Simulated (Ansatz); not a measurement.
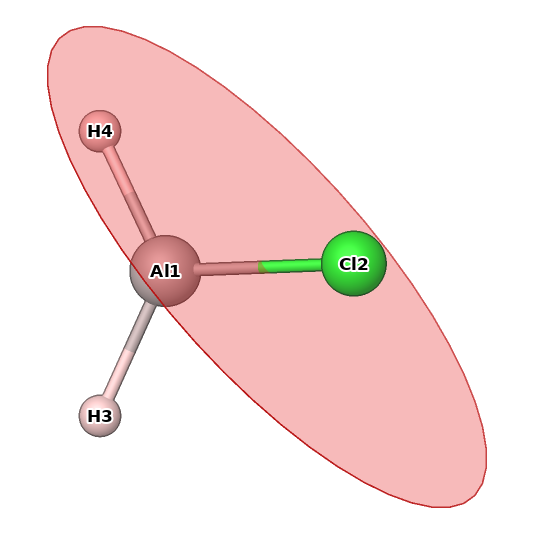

A disc through the centre of mass is drawn in. Distant atoms are faded towards the background colour. The geometry was computed by an optimisation with PBE0-D4/def2-TZVP.

Q: Is the plane of the disc a mirror plane of the structure?

A: No. The point group is C2v, with 1 C2 axis and 2 mirror planes, and this plane isn't one of its mirror planes.
